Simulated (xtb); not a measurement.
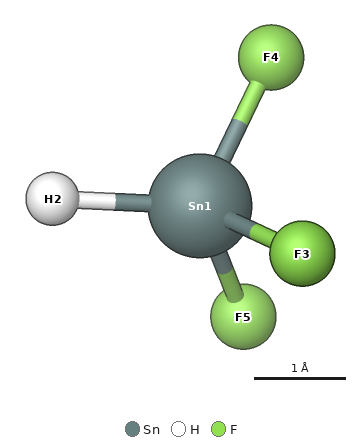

Fig. 1: The structure as given in the input (ball-and-stick view, seen at a tilt; atoms are numbered from 1 in the order of the input). Sticks mark near contacts.

## Energy and gradient calculation of SnHF3 (charge −1)

- system: SnHF3, charge −1, multiplicity 2
- method: GFN0-xTB (xtb 6.7.1)

The geometry is that of the parent species in another charge or spin state. The geometry comes from this level: GFN2-xTB.

**The input (input.xyz)**
```
5

Sn     0.001160    -0.001910     0.158480
H      0.011060    -0.016900     1.830520
F      1.723270     0.009710    -0.674170
F     -0.872260     1.500970    -0.641300
F     -0.863220    -1.491870    -0.673520
```

Machine: 1 thread of Intel Xeon (Granite Rapids), 96 GiB of memory available, shared host.

Launched with:
```bash
xtb input.xyz --grad --chrg -1 -u 1 --gfn0 > xtb.out 2> xtb.err
```

**The program's output**
```
* xtb version 6.7.1
   ID    Z sym.   atoms
    1   50 Sn     1
    2    1 H      2
    3    9 F      3-5

           -------------------------------------------------
          |                Calculation Setup                |
           -------------------------------------------------

          program call               : xtb input.xyz --grad --chrg -1 -u 1 --gfn0
          coordinate file            : input.xyz
          omp threads                :                     1

########################################################################
[WARNING] Please study the warnings concerning your input carefully
-1- prog_main_parseArguments: The use of '--gfn0' is discouraged, please use '--gfn 0' next time
########################################################################

           -------------------------------------------------
          |                 G F N 0 - x T B                 |
           -------------------------------------------------

      * Hamiltonian:
        H0-scaling (s, p, d)           2.000000    2.486800    2.270000
        zeta-weighting                 1.000000
      * Dispersion:
        s8                             2.850000
        a1                             0.800000
        a2                             4.600000
        s9                             0.000000
      * Repulsion:
        kExp                           1.500000
        rExp                           1.000000
      * Coulomb:
        alpha                          0.000000
        third order                    atomic
        anisotropic                    false
      * Polar bond correction:
        rad-shift                      0.053700
        strength                      -0.012900
        en-exp                         3.484700
        en-scale                       0.509700

          ...................................................
          :                      SETUP                      :
          :.................................................:
          :  # basis functions                  24          :
          :  # atomic orbitals                  23          :
          :  # shells                           11          :
          :  # electrons                        27          :
          :  electronic temp.          300.0000000     K    :
          :  accuracy                    1.0000000          :
          :  -> integral cutoff          0.2500000E+02      :
          :  -> integral neglect         0.1000000E-07      :
          ...................................................
  Checking positiv definite overlap ...  done.

         #    Occupation            Energy/Eh            Energy/eV
      -------------------------------------------------------------
         1        2.0000           -0.9193769             -25.0175
       ...           ...                  ...                  ...
         8        2.0000           -0.4420398             -12.0285
         9        2.0000           -0.4417694             -12.0212
        10        2.0000           -0.4417663             -12.0211
        11        2.0000           -0.4400808             -11.9752
        12        2.0000           -0.4400650             -11.9748
        13        2.0000           -0.4400619             -11.9747
        14        1.0000           -0.2195950              -5.9755 (HOMO)
        15                         -0.1615814              -4.3969 (LUMO)
        16                         -0.1614167              -4.3924
        17                         -0.0920964              -2.5061
        18                         -0.0598712              -1.6292
        19                         -0.0389085              -1.0588
       ...                                ...                  ...
        23                          0.8367510              22.7692
      -------------------------------------------------------------
                  HL-Gap            0.0580136 Eh            1.5786 eV
             Fermi-level            0.0000000 Eh            0.0000 eV

 EHT (total)                   0 d,  0 h,  0 min,  0.001 sec
 EHT setup                      ...        0 min,  0.000 sec (  4.675%)
 Coordination number            ...        0 min,  0.000 sec (  2.557%)
 EEQ model density              ...        0 min,  0.000 sec (  1.892%)
 D4 Dispersion                  ...        0 min,  0.000 sec (  9.445%)
 Integral evaluation            ...        0 min,  0.000 sec ( 22.602%)
 Cholesky factorization         ...        0 min,  0.000 sec (  2.385%)
 Zeroth order Hamiltonian       ...        0 min,  0.000 sec ( 15.368%)
 Gradient calculation           ...        0 min,  0.000 sec ( 32.921%)

         :::::::::::::::::::::::::::::::::::::::::::::::::::::
         ::                     SUMMARY                     ::
         :::::::::::::::::::::::::::::::::::::::::::::::::::::
         :: total energy             -15.841038447784 Eh    ::
         :: gradient norm              0.182616313127 Eh/a0 ::
         :: HOMO-LUMO gap              1.578631050198 eV    ::
         ::.................................................::
         :: H0 energy                -14.622674560079 Eh    ::
         :: repulsion energy           0.021632915399 Eh    ::
         :: electrostat energy        -1.238982404811 Eh    ::
         :: -> Gsolv                   0.000000000000 Eh    ::
         ::    -> Gsasa                0.000000000000 Eh    ::
         ::    -> Gshift               0.000000000000 Eh    ::
         :: dispersion energy         -0.001014398294 Eh    ::
         :: short-range corr.          0.000000000000 Eh    ::
         :: add. restraining           0.000000000000 Eh    ::
         :: total charge              -1.000000000000 e     ::
         :::::::::::::::::::::::::::::::::::::::::::::::::::::

           -------------------------------------------------
          |                Property Printout                |
           -------------------------------------------------

    * Orbital Energies and Occupations

         #    Occupation            Energy/Eh            Energy/eV
      -------------------------------------------------------------
         1        2.0000           -0.9193769             -25.0175
         2        2.0000           -0.8101486             -22.0453
         3        2.0000           -0.8101184             -22.0444
         4        2.0000           -0.6317513             -17.1908
         5        2.0000           -0.4755194             -12.9395
         6        2.0000           -0.4544239             -12.3655
         7        2.0000           -0.4544181             -12.3653
         8        2.0000           -0.4420398             -12.0285
         9        2.0000           -0.4417694             -12.0212
        10        2.0000           -0.4417663             -12.0211
        11        2.0000           -0.4400808             -11.9752
        12        2.0000           -0.4400650             -11.9748
        13        2.0000           -0.4400619             -11.9747
        14        1.0000           -0.2195950              -5.9755 (HOMO)
        15                         -0.1615814              -4.3969 (LUMO)
        16                         -0.1614167              -4.3924
        17                         -0.0920964              -2.5061
        18                         -0.0598712              -1.6292
        19                         -0.0389085              -1.0588
        20                         -0.0388282              -1.0566
        21                          0.4540893              12.3564
        22                          0.4541702              12.3586
        23                          0.8367510              22.7692
      -------------------------------------------------------------
                  HL-Gap            0.0580136 Eh            1.5786 eV
             Fermi-level            0.0000000 Eh            0.0000 eV

     #   Z          covCN         q      C6AA      α(0)
     1  50 Sn       3.061     0.409   371.813    37.729
     2   1 H        0.932    -0.254    15.880     6.231
     3   9 F        0.710    -0.385    13.390     4.216
     4   9 F        0.710    -0.385    13.390     4.216
     5   9 F        0.710    -0.385    13.390     4.216

 Mol. C6AA /au·bohr⁶  :       1123.410710
 Mol. C8AA /au·bohr⁸  :      73656.794524
 Mol. α(0) /au        :         56.609139

Wiberg/Mayer (AO) data.
largest (>0.10) Wiberg bond orders for each atom

 ---------------------------------------------------------------------------
     #   Z sym  total        # sym  WBO       # sym  WBO       # sym  WBO
 ---------------------------------------------------------------------------
     1  50 Sn   3.291 --     4 F    0.833     3 F    0.833     5 F    0.832
                             2 H    0.793
     2   1 H    1.044 --     1 Sn   0.793
     3   9 F    1.005 --     1 Sn   0.833
     4   9 F    1.005 --     1 Sn   0.833
     5   9 F    1.005 --     1 Sn   0.832
 ---------------------------------------------------------------------------

Topologies differ in total number of bonds
Writing topology from bond orders to xtbtopo.mol

 dipole moment from electron density (au)
     X       Y       Z
   0.0052  -0.0050   0.8075  total (Debye):    2.052

           -------------------------------------------------
          | TOTAL ENERGY              -15.841038447784 Eh   |
          | GRADIENT NORM               0.182616313127 Eh/α |
          | HOMO-LUMO GAP               1.578631050198 eV   |
           -------------------------------------------------

------------------------------------------------------------------------
------------------------------------------------------------------------
 total:
 *  cpu-time:     0 d,  0 h,  0 min,  0.007 sec
 * ratio c/w:     1.000 speedup
 SCF:
 *  cpu-time:     0 d,  0 h,  0 min,  0.001 sec
 * ratio c/w:     0.998 speedup
```

**Key numbers**

```json
{"quantity": "outcome", "value": "converged"}
{"quantity": "electrons treated", "value": "27"}
{"quantity": "total energy", "value": "−15.841038 hartree"}
{"quantity": "dispersion energy", "value": "−0.001014 hartree"}
{"quantity": "basis functions", "value": "24"}
{"quantity": "largest force", "value": "5.860 eV/Å"}
{"quantity": "peak memory", "value": "0.068 GiB"}
```
